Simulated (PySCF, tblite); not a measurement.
**CH5B2F3Si: geometry, infrared bands and NMR shifts**

Aim: predict the infrared bands and NMR shifts of CH5B2F3Si (`B[SiH](B)C(F)(F)F`).

The runs use tblite 0.8.0 and PySCF 2.14.0, with density-fitted response routines of our own; the level of theory stands in each step. All values are computed, except where a source is named. Atoms count from 0, in the outputs and in this text.

## 1. The starting structure

12 atoms, charge 0, multiplicity 1; geometry from: force field or distance geometry start.

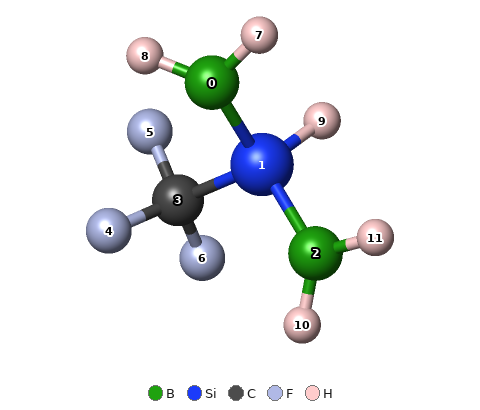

As it starts; boron green, silicon blue, carbon dark grey, fluorine light blue, hydrogen pink, atoms numbered; sticks join atoms by distance.

## 2. Geometry optimisation with GFN2-xTB

What the job is given:

```
{"job": {"kind": "relax", "xc": "GFN2-xTB", "basis": "xTB"}, "charge": 0, "multiplicity": 1}
B     -1.108900     1.350100     0.703700
Si     0.131100     0.277700    -0.338200
B      1.946400     0.421500     0.335400
C     -0.541600    -1.442400    -0.320000
F     -0.747800    -1.949100     0.954400
F     -1.800300    -1.414400    -0.919500
F      0.200400    -2.346600    -1.029800
H     -1.080000     2.522900     0.485900
H     -2.176400     0.882100     0.969100
H      0.047400     0.738100    -1.722700
H      2.624300    -0.502500     0.616000
H      2.506500     1.462000     0.239600
```

Run with:

```
OMP_NUM_THREADS=1 python probes_run.py task.json out
```

One launch serves the whole session: the jobs run in the order shown.

The program printed:

```text
step      E/eV     max force
  0    -626.22886    2.724
  1    -626.45576    1.255
  2    -626.54737    0.821
  3    -626.62163    0.606
  4    -626.65940    0.607
  5    -626.68207    0.516
  6    -626.69621    0.357
  7    -626.70569    0.230
  8    -626.71158    0.221
  9    -626.71742    0.229
 10    -626.72262    0.241
 11    -626.72675    0.199
 12    -626.72951    0.126
 13    -626.73128    0.130
 14    -626.73260    0.124
 15    -626.73407    0.117
 16    -626.73612    0.135
 17    -626.73850    0.127
 18    -626.74055    0.127
 19    -626.74224    0.117
 20    -626.74393    0.128
 21    -626.74561    0.162
 22    -626.74698    0.123
 23    -626.74775    0.091
 24    -626.74824    0.109
 25    -626.74888    0.112
 26    -626.74991    0.115
 27    -626.75122    0.126
 28    -626.75242    0.097
 29    -626.75338    0.090
 30    -626.75440    0.100
 31    -626.75587    0.127
 32    -626.75784    0.171
 33    -626.75984    0.164
 34    -626.76147    0.116
 35    -626.76260    0.101
 36    -626.76336    0.090
 37    -626.76389    0.062
 38    -626.76422    0.040
 39    -626.76446    0.040
 40    -626.76472    0.049
 41    -626.76509    0.069
 42    -626.76559    0.087
 43    -626.76619    0.075
 44    -626.76679    0.053
 45    -626.76735    0.059
 46    -626.76811    0.098
 47    -626.76925    0.120
 48    -626.77076    0.121
 49    -626.77199    0.094
 50    -626.77264    0.096
 51    -626.77277    0.106
 52    -626.77354    0.075
 53    -626.77417    0.060
 54    -626.77539    0.072
 55    -626.77602    0.062
 56    -626.77680    0.072
 57    -626.77732    0.087
 58    -626.77827    0.080
 59    -626.77900    0.068
 60    -626.77950    0.041
 61    -626.77990    0.036
 62    -626.78015    0.034
 63    -626.78028    0.033
 64    -626.78043    0.038
 65    -626.78061    0.036
 66    -626.78090    0.029
 67    -626.78097    0.025
 68    -626.78107    0.024
 69    -626.78116    0.025
 70    -626.78122    0.017
 71    -626.78126    0.019
 72    -626.78130    0.018
 73    -626.78135    0.022
 74    -626.78141    0.028
 75    -626.78148    0.027
 76    -626.78154    0.021
 77    -626.78160    0.019
 78    -626.78170    0.022
 79    -626.78183    0.026
 80    -626.78195    0.029
 81    -626.78202    0.025
 82    -626.78205    0.013
 83    -626.78207    0.013
 84    -626.78208    0.013
 85    -626.78210    0.015
 86    -626.78212    0.017
 87    -626.78214    0.012
 88    -626.78215    0.004
```

It took 0.78 s on 1 thread of Arm Neoverse N1, shared host; peak memory 0.18 GiB.

The steps of the relaxation: (not every step is listed)

| step | energy from step 0 (eV) | largest force (eV/Å) |
| --- | --- | --- |
| 0 | 0.0000 | 2.7238 |
| 1 | -0.2269 | 1.2552 |
| 2 | -0.3185 | 0.8210 |
| 3 | -0.3928 | 0.6063 |
| 4 | -0.4305 | 0.6074 |
| 5 | -0.4532 | 0.5159 |
| 6 | -0.4673 | 0.3570 |
| 7 | -0.4768 | 0.2301 |
| 8 | -0.4827 | 0.2205 |
| 15 | -0.5052 | 0.1169 |
| 22 | -0.5181 | 0.1228 |
| 29 | -0.5245 | 0.0898 |
| 36 | -0.5345 | 0.0902 |
| 43 | -0.5373 | 0.0747 |
| 50 | -0.5438 | 0.0956 |
| 57 | -0.5485 | 0.0869 |
| 64 | -0.5516 | 0.0380 |
| 71 | -0.5524 | 0.0186 |
| 78 | -0.5528 | 0.0221 |
| 83 | -0.5532 | 0.0127 |
| 84 | -0.5532 | 0.0131 |
| 85 | -0.5532 | 0.0152 |
| 86 | -0.5533 | 0.0171 |
| 87 | -0.5533 | 0.0117 |
| 88 | -0.5533 | 0.0041 |

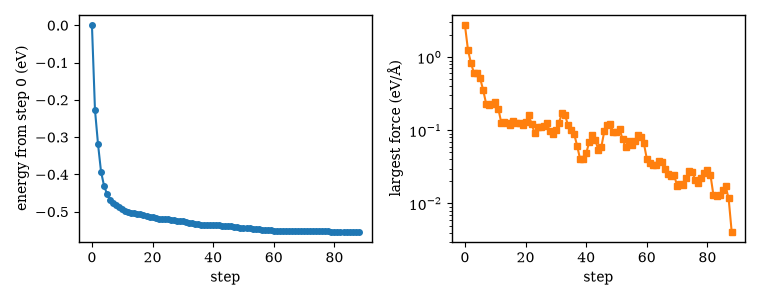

Energy and largest force along the relaxation.

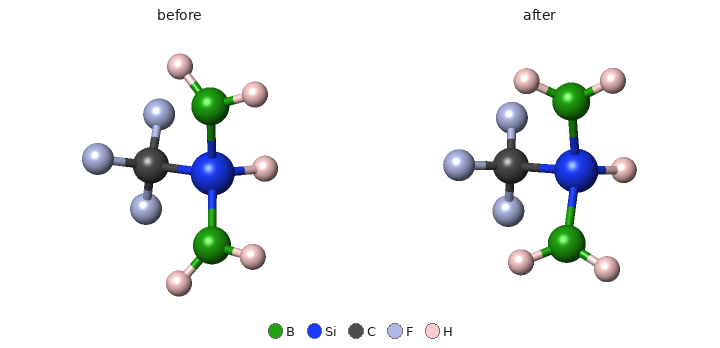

Before and after, at one scale.

Close pairs (by a distance rule), those that changed most:

| bond | before (Å) | after (Å) | change (Å) |
| --- | --- | --- | --- |
| Si1–C3 | 1.847 | 1.977 | +0.130 |
| C3–F5 | 1.394 | 1.352 | -0.043 |
| C3–F4 | 1.387 | 1.353 | -0.034 |
| B0–H8 | 1.195 | 1.168 | -0.027 |
| B0–H7 | 1.193 | 1.168 | -0.025 |
| Si1–H9 | 1.461 | 1.482 | +0.021 |
| Si1–B2 | 1.942 | 1.961 | +0.019 |
| B0–Si1 | 1.942 | 1.961 | +0.019 |

The next job starts from the end point, and lists it.

## 3. Infrared spectrum with GFN2-xTB

What the job is given:

```
{"job": {"kind": "ir", "xc": "GFN2-xTB", "basis": "xTB"}, "charge": 0, "multiplicity": 1}
B     -1.197116     1.442979     0.622466
Si     0.107061     0.428733    -0.434317
B      1.908203     0.387043     0.340226
C     -0.531614    -1.441870    -0.451583
F     -0.605967    -1.961052     0.795397
F     -1.765911    -1.583068    -0.983843
F      0.268217    -2.277117    -1.151325
H     -1.393337     2.573263     0.401880
H     -1.754093     0.965215     1.531549
H      0.054776     0.666085    -1.896246
H      2.198385    -0.372032     1.179800
H      2.712594     1.171134     0.019968
```

The program printed:

```text
mode    cm-1     km/mol
  1      33.6      0.06
  2      88.4      0.39
  3     103.7      0.33
  4     121.4      1.73
  5     129.2      0.92
  6     134.8      0.28
  7     230.7      2.36
  8     239.6      6.01
  9     358.2     60.52
 10     454.9      4.68
 11     457.8      2.96
 12     513.6     36.31
 13     621.3      0.15
 14     638.2      5.57
 15     648.3      5.33
 16     657.3     49.79
 17     689.6      2.57
 18     730.5    135.78
 19     737.6      0.84
 20     751.7     71.49
 21    1011.3    198.08
 22    1013.3    175.26
 23    1116.5    128.58
 24    1164.3     79.04
 25    1169.1     12.18
 26    2133.5    279.46
 27    2653.7     64.75
 28    2655.6     18.94
 29    2692.2      3.58
 30    2694.7    146.28
```

It took 0.53 s on 1 thread of Arm Neoverse N1, shared host; peak memory 0.18 GiB.

The strongest bands and the atoms that carry them (share of the mass-weighted mode):

| cm⁻¹ | km/mol | atoms |
| --- | --- | --- |
| 730 | 135.8 | H9 51 %, Si1 12 % |
| 752 | 71.5 | H7 18 %, H11 17 %, H8 17 %, H10 17 % |
| 1011 | 198.1 | C3 71 %, F6 15 %, F5 13 % |
| 1013 | 175.3 | C3 71 %, F4 19 % |
| 1116 | 128.6 | C3 70 % |
| 1164 | 79.0 | H7 22 %, H8 22 %, H10 21 %, H11 21 % |
| 2134 | 279.5 | H9 97 % |
| 2695 | 146.3 | H7 25 %, H11 23 %, H8 22 %, H10 18 % |

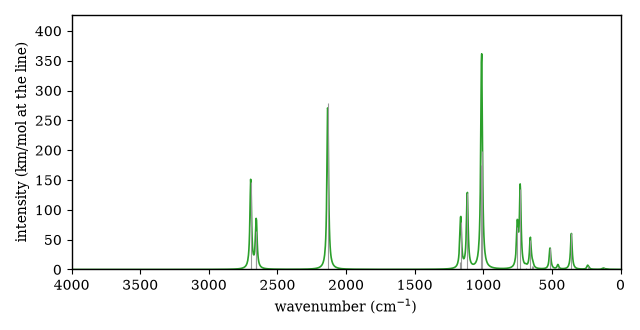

The infrared spectrum from these modes, unscaled. Lines are broadened to a width of 14 cm⁻¹ (Lorentzian).

## 4. Nuclear shieldings: PBE0/pcSseg-1

Settings changed since step 3:

```diff
@@ -1,2 +1,2 @@
-{"job": {"kind": "ir", "xc": "GFN2-xTB", "basis": "xTB"}, "charge": 0, "multiplicity": 1}
+{"job": {"kind": "nmr", "xc": "PBE0", "basis": "pcSseg-1"}, "charge": 0, "multiplicity": 1}
 B     -1.197116     1.442979     0.622466
```

With the program's defaults for keys left out, this is: GIAO PBE0/pcSseg-1 NMR shielding, non-relativistic, gas phase.

The program printed:

```text
coarse grid: 11240 points
cycle   1  E = -679.0134745715  dE =  6.039e-01  |g| = 8.231e-01  |ddm| = 2.972e+00
cycle   2  E = -678.8838646745  dE =  1.296e-01  |g| = 1.261e+00  |ddm| = 1.008e+00
cycle   3  E = -679.1277077285  dE = -2.438e-01  |g| = 2.817e-02  |ddm| = 6.110e-01
cycle   4  E = -679.1278844061  dE = -1.767e-04  |g| = 1.071e-02  |ddm| = 4.533e-02
cycle   5  E = -679.1279122945  dE = -2.789e-05  |g| = 2.608e-03  |ddm| = 1.543e-02
cycle   6  E = -679.1279135277  dE = -1.233e-06  |g| = 1.115e-03  |ddm| = 3.098e-03
final grid: 107224 points
cycle   7  E = -679.1841463805  dE = -4.283e-05  |g| = 5.842e-03  |ddm| = 2.036e-02
cycle   8  E = -679.1841442427  dE =  2.138e-06  |g| = 7.559e-03  |ddm| = 8.686e-03
cycle   9  E = -679.1841539976  dE = -9.755e-06  |g| = 7.930e-04  |ddm| = 4.110e-03
cycle  10  E = -679.1841541438  dE = -1.462e-07  |g| = 1.449e-04  |ddm| = 7.741e-04
cycle  11  E = -679.1841541487  dE = -4.857e-09  |g| = 4.569e-05  |ddm| = 2.051e-04
cycle  12  E = -679.1841541491  dE = -4.316e-10  |g| = 2.150e-05  |ddm| = 6.034e-05
converged SCF energy = -679.1841541491

GIAO shielding tensors (ppm)
atom      isotropic    diamagn.    paramagn.     s11        s22        s33       span
  0 B      -16.361     196.359    -212.720   -135.121    -62.865    148.903    284.024
  1 Si     389.837     881.139    -491.303    352.990    405.602    410.918     57.928
  2 B      -16.287     196.352    -212.639   -134.989    -62.884    149.011    284.000
  3 C       42.953     248.974    -206.021     35.252     39.919     53.687     18.436
  4 F      239.897     475.584    -235.687    139.052    252.571    328.068    189.016
  5 F      229.913     473.973    -244.060    138.340    224.462    326.938    188.598
  6 F      230.136     473.987    -243.851    138.593    224.506    327.309    188.716
  7 H       21.135      29.167      -8.032      8.709     26.648     28.047     19.338
  8 H       20.848      29.436      -8.588      7.137     27.142     28.263     21.126
  9 H       26.901      28.403      -1.502     22.794     26.534     31.375      8.582
 10 H       20.858      29.429      -8.571      7.166     27.136     28.272     21.106
 11 H       21.132      29.170      -8.037      8.707     26.643     28.047     19.341
```

Run time: 30 s. Hardware: 1 thread of Arm Neoverse N1, shared host; peak memory 0.71 GiB.

The references, computed at this level on geometries of the same kind, shield at (ppm): ¹H TMS 31.72, ¹³C TMS 186.9, ²⁹Si TMS 349.2, ¹⁹F CFCl3 170.9, ¹¹B BF3·OEt2 100.1. Their shielding less the atom's gives the shift. The references are single molecules in the gas phase, so shifts against H2O, NH3, PH3, H3PO4 or CFCl3 are not on the usual liquid scales and can be off by tens of ppm. Atoms listed in one row are averaged.

| atoms | environment | σ (ppm) | δ (ppm) | δ scaled to CDCl3 |
| --- | --- | --- | --- | --- |
| C3 | CF3 carbon | 43.0 | 144.0 | 138.6 |
| H7, H8, H10, H11 | hydrogen on a boron bonded to Si | 20.99 | 10.72 | – |
| H9 | hydrogen on a silicon bonded to C, 2 B | 26.90 | 4.82 | – |
| B0, B2 | boron bonded to Si, 2 H | -16.3 | 116.4 | – |
| Si1 | silicon bonded to C, 2 B, H | 389.8 | -40.7 | – |
| F4, F5, F6 | fluorine of a CF3 group | 233.3 | -62.4 | – |

The scaled column applies a straight-line fit of computed shieldings to shifts measured in CDCl3, and one for carbons that bear F (root-mean-square error 0.16 ppm for H, 1.9 ppm for C).

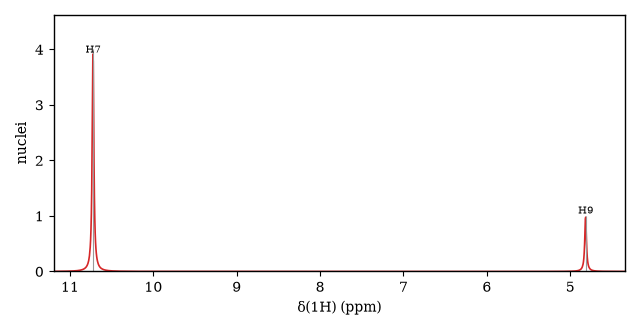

¹H lines at the computed shifts, without couplings. Lines are broadened to a width of 0.02 ppm (Lorentzian).

Charges from the same density, by scheme (e):

| atoms | Mulliken | IAO | Hirshfeld | ESP fit |
| --- | --- | --- | --- | --- |
| B0, B2 | -0.13 | -0.17 | 0.10 | 0.39 |
| Si1 | 0.32 | 0.55 | 0.21 | -0.11 |
| C3 | 0.53 | 0.57 | 0.17 | 0.51 |
| F4, F5, F6 | -0.28 | -0.29 | -0.11 | -0.21 |

Mulliken charges:

| atom | value (e) |
| --- | --- |
| B0 | -0.13 |
| Si1 | 0.32 |
| B2 | -0.13 |
| C3 | 0.53 |
| F4 | -0.28 |
| F5 | -0.28 |
| F6 | -0.28 |
| H7 | 0.06 |
| H8 | 0.07 |
| H9 | 0.00 |
| H10 | 0.07 |
| H11 | 0.06 |

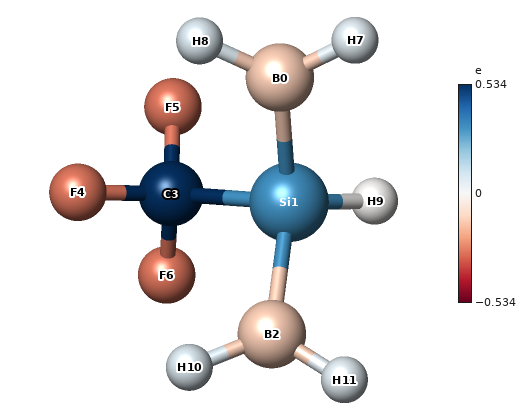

Mulliken charges, as colours on the atoms.

Mayer bond orders: B0–Si1 0.97, Si1–B2 0.97, Si1–C3 0.77, C3–F4 0.94, C3–F5 0.96, C3–F6 0.96.

## 5. Summary of results

| quantity | value |
| --- | --- |
| strongest single infrared mode (GFN2-xTB) | 2134 cm⁻¹, 279 km/mol |
| zero-point energy (GFN2-xTB) | 38.1 kcal/mol |
| ¹³C shifts against TMS (PBE0/pcSseg-1) | 144.0 ppm |
| ¹H shifts against TMS (PBE0/pcSseg-1, means over atoms taken as alike) | 10.72, 4.82 ppm |
| ¹¹B shifts against BF3·OEt2 (PBE0/pcSseg-1, means over atoms taken as alike) | 116.4 ppm |
| ²⁹Si shifts against TMS (PBE0/pcSseg-1) | -40.7 ppm |
| ¹⁹F shifts against CFCl3 (PBE0/pcSseg-1, means over atoms taken as alike) | -62.4 ppm |

**Reading.** Relaxing lowered the energy by 0.553 eV in 88 steps; the close pair that moved most is Si1–C3, from 1.847 to 1.977 Å. All 30 modes are real, so the xTB geometry is a minimum. The strongest single mode, at 2134 cm⁻¹, moves mainly H9. GFN2-xTB is a fitted tight-binding method: band positions and strengths are rough. Its intensities can rank the bands wrongly. At PBE0/pcSseg-1: The widest tensor belongs to B0, B2: span 284 ppm, with a paramagnetic part of -213 ppm.
